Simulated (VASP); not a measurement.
Band structure of CdF$_{2}$ (fluorite). These are LDA (Ceperley-Alder, Perdew-Zunger) with spin-orbit coupling, VASP's LDA PAW potentials (set 64) (plane waves; VASP) values and carry that method's errors.

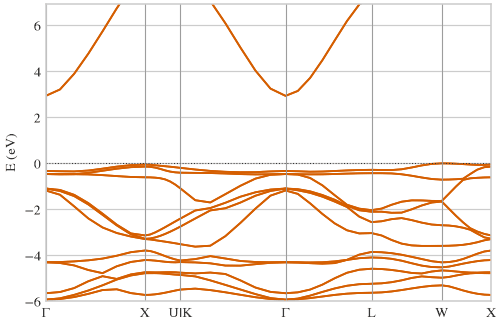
Figure: Bands along high-symmetry lines, zero at the valence-band maximum or, without a gap, the Fermi level

Problem. Read the plot: is there a gap, and where are the band edges?

Solution. The gap is indirect, 2.94 eV, from the valence maximum at W to the conduction minimum at Γ.

Measured: gap 7.80 eV (computed value off by -4.86 eV), as given by Giancarlo Cappellini et al., Physical Review B (2013), arXiv:1302.2571.

The compound is CdF2 in the fluorite structure. It was relaxed first.
